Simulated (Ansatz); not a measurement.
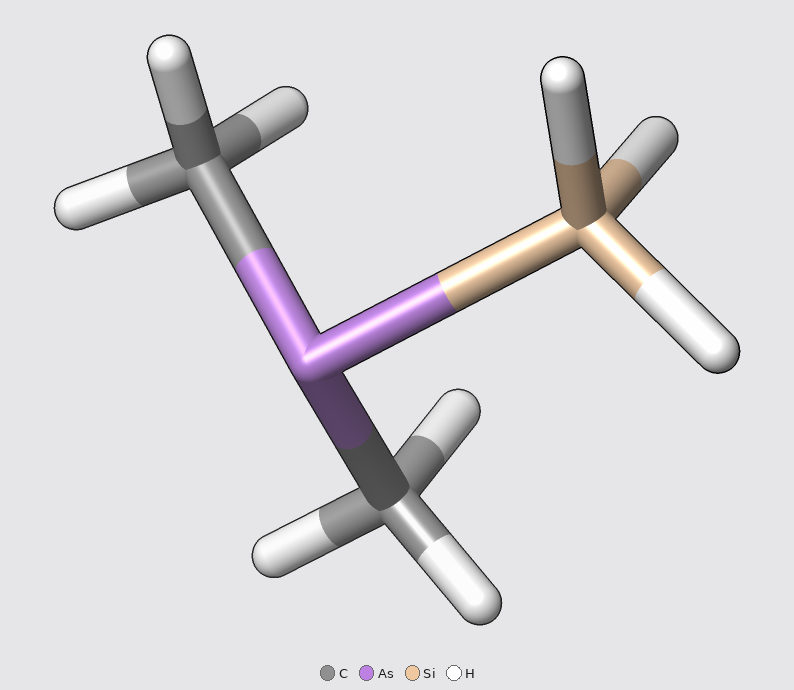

The picture shows a molecular structure as a stick model. Every bond is drawn as one stick, whatever its order.

Computed geometry: PBE0-D4/def2-TZVP optimisation.

Identify the structure.

The molecule is C₂H₉AsSi. SMILES: `C[As](C)[SiH3]`. It has no ring. Among its groups: Si–H bond. The point group is Cs. Coordination: 2 C tetrahedral; 1 As trigonal pyramidal; 1 Si tetrahedral.

More results for the same structure follow; atom numbers are the same in all pictures, views and colours differ.

### Thermal motion

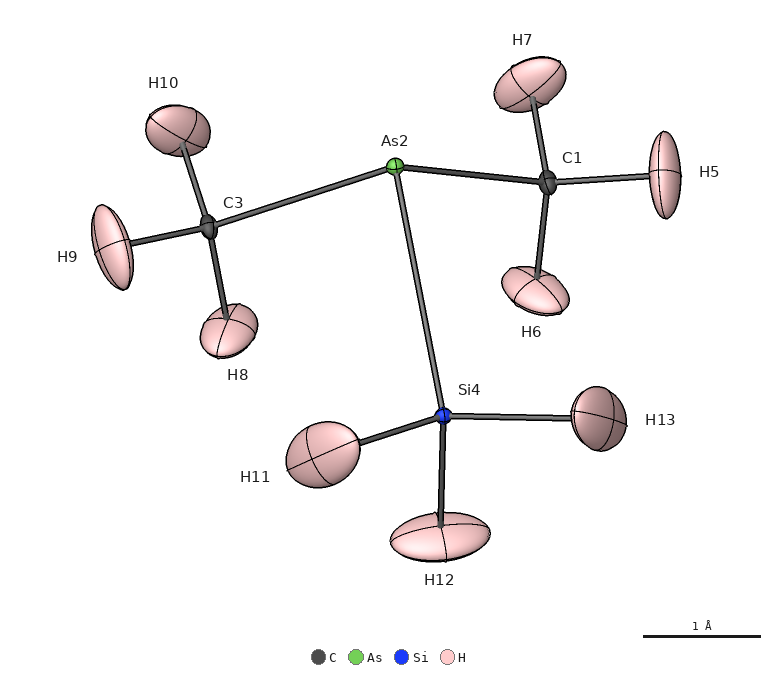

Displacement ellipsoids at the 50 % level, from the internal vibrations of the free molecule (harmonic, no overall translation or rotation; no half-axis is drawn under 0.075 Å). Vibrations computed with RKS PBE0-D4/def2-TZVP (Ansatz 0.2.0). Temperature: 100 K.

**Which atom has the largest mean-square displacement?**

H11, H13, with U_eq = 0.0430 Å².

**Does H11 move more along its bond or across it?**

Across it: the root-mean-square amplitude is 0.092 Å along the bond and up to 0.299 Å across, since bending and torsion are softer than stretching.

Give the displacement parameters, one line for each set of equivalent atoms.

```csv
atom,U_eq (Å²),rms amplitudes (Å)
"C1, C3",0.0034,"0.042, 0.052, 0.076"
As2,0.00034,"0.015, 0.017, 0.022"
Si4,0.0011,"0.024, 0.036, 0.039"
"H5, H9",0.0297,"0.087, 0.145, 0.246"
"H6, H8",0.0277,"0.086, 0.151, 0.230"
"H7, H10",0.0294,"0.097, 0.152, 0.236"
"H11, H13",0.0430,"0.092, 0.176, 0.299"
H12,0.0392,"0.089, 0.178, 0.279"
```

### Electronic properties

Properties computed with RKS B3LYP-D4/def2-TZVPP (Ansatz 0.2.0).

Predict the main results.

- dipole moment: 1.05 D
- HOMO energy (Kohn–Sham orbital): −6.46 eV
- LUMO energy (Kohn–Sham orbital): 0.04 eV
- HOMO–LUMO gap: 6.51 eV
- dispersion correction: −47.5 kJ/mol

### Vibrations

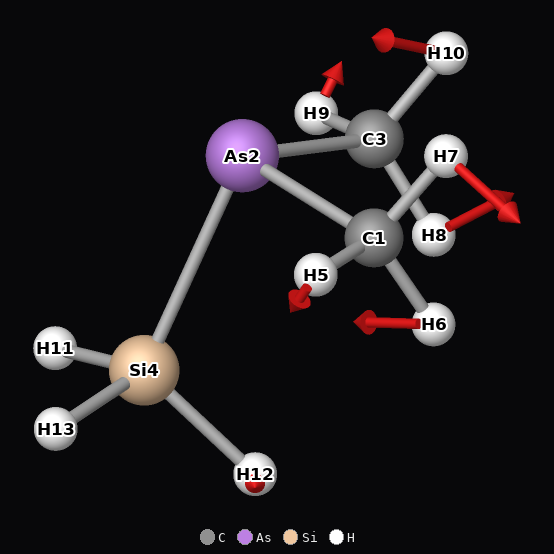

The arrows show one normal mode. Harmonic vibrations computed with RKS PBE0-D4/def2-TZVP (Ansatz 0.2.0) at a stationary point of the same level.

**What kind of motion is it?**

Mostly As–C–H bending.

**Estimate its harmonic wavenumber.**

845 cm⁻¹; it is mode 13 of 33 counted from the lowest.
